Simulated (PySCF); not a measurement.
The calculation's input:

```
{"job": {"kind": "uv", "xc": "CAM-B3LYP", "basis": "def2-SVPD", "nstates": 8, "ntriplets": 3}, "charge": 0, "multiplicity": 1}
O     -0.943388    -2.218880     1.574107
Si    -0.589680    -1.068882     0.467355
Si    -0.548678    -2.168305    -1.548408
O     -1.878090     0.007078     0.473224
Si    -1.532383     1.552127     0.937620
Si     0.673993     0.798482     1.249226
Si     2.429937     1.689223     0.043797
H     -1.432840    -2.015441     2.367446
H     -0.605210    -1.229392    -2.676061
H     -1.596220    -3.164402    -1.798752
H      0.731040    -2.877161    -1.669835
H     -1.853853     2.402132    -0.208563
H     -2.459156     1.840576     2.033637
H      1.043938     0.731151     2.690930
H      2.152059     1.683789    -1.394784
H      3.692015     0.970264     0.230769
H      2.709518     3.079669     0.411662
```

Run with:

```sh
OMP_NUM_THREADS=1 python probes_run.py task.json out
```

Geometry: GFN2-xTB.

These are results of CAM-B3LYP/def2-SVPD, SCF density, gas phase (PySCF), not measurements.

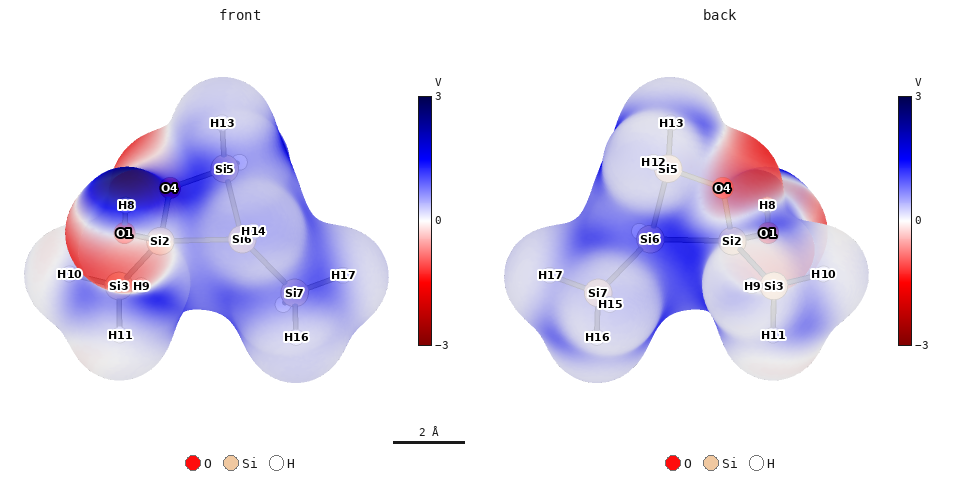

H₁₀O₂Si₅. The electrostatic potential painted on the density surface at 0.002 e/bohr³, seen from the front and from behind; red is negative and blue positive.

Question: Where is the surface potential most negative and most positive?

Answer: The most negative region (about −1.2 V, or −28 kcal/mol for a unit charge) lies over O1 and O4, the most positive (about +2.5 V, or +58 kcal/mol for a unit charge) over H8.

Question: How polar is the molecule by this calculation?

Answer: Its dipole moment is 1.53 D.
